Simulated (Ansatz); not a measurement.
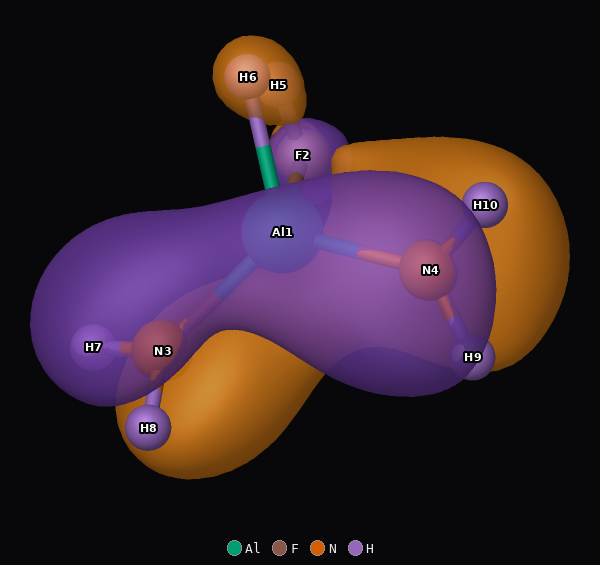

AlFH6N2. The HOMO−1 at ±0.08 Å⁻³ᐟ² (orange and purple are the two phases), seen at a tilt.

The calculation used RKS PBE0-D4/def2-SVP in Ansatz 0.2.0.

The calculation's input:

```
crystal:
  periodic: [false, false, false]
  atoms:
    - { symbol: Al, position_ang: [0.09563, 0.424723, 0.077649] }
    - { symbol: F, position_ang: [0.957571, -2.276721, 1.268417] }
    - { symbol: "N", position_ang: [0.714356, 0.394944, -1.581247] }
    - { symbol: "N", position_ang: [-1.625895, 0.596047, 0.45713] }
    - { symbol: H, position_ang: [1.273255, -1.478735, 1.577355] }
    - { symbol: H, position_ang: [1.107983, 0.40263, 1.244788] }
    - { symbol: H, position_ang: [1.694174, 0.276955, -1.810935] }
    - { symbol: H, position_ang: [0.16438, 0.410982, -2.431601] }
    - { symbol: H, position_ang: [-2.393725, 0.597095, -0.203554] }
    - { symbol: H, position_ang: [-1.987729, 0.652081, 1.401898] }
basis:
  gaussian: { orbitals: def2-SVP }
hamiltonian:
  xc: pbe0
  dispersion: d4
relax:
  f_tol: 0.03
  max_steps: 50
output:
  orbitals: {}
```

Command:

```sh
ansatz run input.yaml --threads 2 --pin off --max-ram 3072MiB --backend cpu --events-out ev --progress --plain --runs-dir out
```

The fields are those of the relaxed geometry.

Question: Describe this orbital and give its energy.

Answer: By Hirshfeld shares it lies mainly on N4 (about 45 %), N3 (about 25 %) and Al1 (about 15 %); largely a combination of lone pairs on N4 and N3. Its energy is −6.98 eV.
